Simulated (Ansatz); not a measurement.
CH2BF (SMILES B[C]F): methods side by side

The species is CH2BF (5 atoms), meant as a triplet with charge 0. As SMILES, `B[C]F`. The coordinates come from a GFN2-xTB relaxation.

Quantity: the electronic atomisation energy, in eV. The values are calculated. Electronic energies at fixed atoms, without zero-point motion or spin-orbit coupling.

| level | kind | program | value (eV) | less FCI/STO-3G | CPU time (all runs) |
| --- | --- | --- | --- | --- | --- |
| UHF/STO-3G | Hartree–Fock | Ansatz | 16.48 | -1.49 | 0.3 s |
| U-revPBE/STO-3G | GGA | Ansatz | 22.01 | +4.04 | 3.1 s |
| U-r2SCAN/STO-3G | meta-GGA | Ansatz | 22.03 | +4.06 | 5.5 s |
| UBHLYP/STO-3G | global hybrid | Ansatz | 20.49 | +2.52 | 1.9 s |
| UCAM-B3LYP/STO-3G | range-separated hybrid | Ansatz | 21.79 | +3.82 | 2.2 s |
| RPA@PBE/STO-3G | RPA | Ansatz | 16.88 | -1.09 | 2.3 s |
| UCCSDT(Q)/STO-3G | coupled cluster or CI | Ansatz | 17.97 | 0.00 | 2.5 s |
| FCI/STO-3G | exact in the basis | Ansatz | 17.97 | 0.00 | 40 s |

FCI/STO-3G is exact within its basis and frozen core, so for wave-function methods in that basis the difference is their error; functionals converge differently with the basis, so for them it is only a difference. The values span 16.48 to 22.03 eV. All rows use very small basis sets, so none should be taken for the real molecule's value. In so small a basis fixed costs decide the times, and correlated methods can beat functionals. CPU times are rough (shared hosts, several kinds of processor and program).

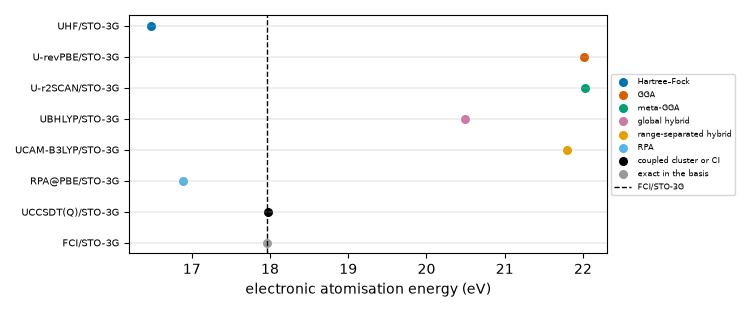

The values of the table, level by level.
